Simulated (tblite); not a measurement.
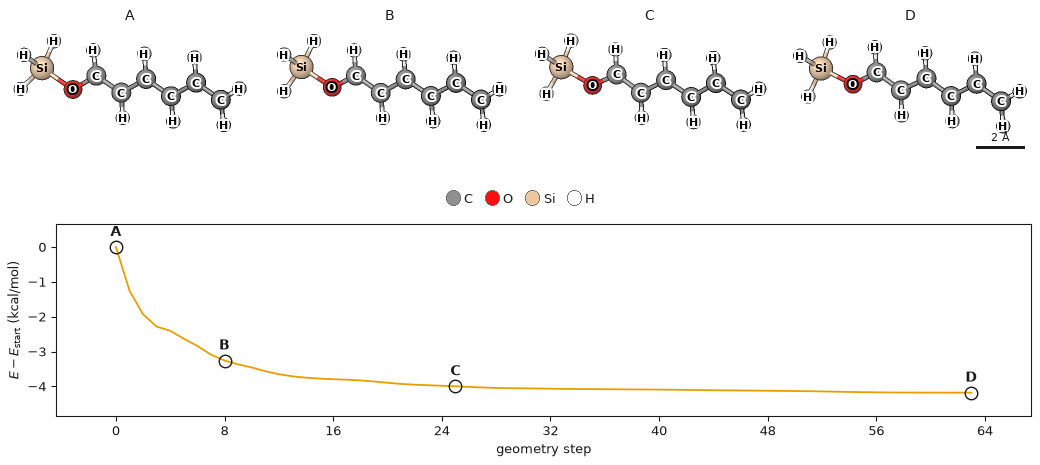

Frames of a relaxation of C₆H₁₀OSi, marked on the history of the run. The picture is a ball-and-stick view, seen at a tilt.

These are results of GFN2-xTB geometry optimisation, gas phase in tblite, not measurements. 

What happens along the run?

After 63 geometry steps the energy has fallen by 4.18 kcal/mol. The atom that moves furthest after the best rigid fit is an H atom (0.46 Å). Largest moves by element: H 0.46 Å, O 0.23 Å, C 0.15 Å, Si 0.06 Å. Among the contacts that change: O–Si 1.670 → 1.628 Å, H–Si 1.486 → 1.452 Å, C–O 1.375 → 1.342 Å, C–C 1.462 → 1.437 Å. Bond angles that change, for instance: C–O–Si 121.1° → 132.9°, O–Si–H 109.5° → 99.1°, H–Si–H 109.8° → 114.0°. From step 0 to 8: an H atom moves most (0.18 Å), energy −3.26 kcal/mol. From step 8 to 25: an H atom moves most (0.15 Å), energy −0.74 kcal/mol. From step 25 to 63: an H atom moves most (0.14 Å), energy −0.18 kcal/mol.
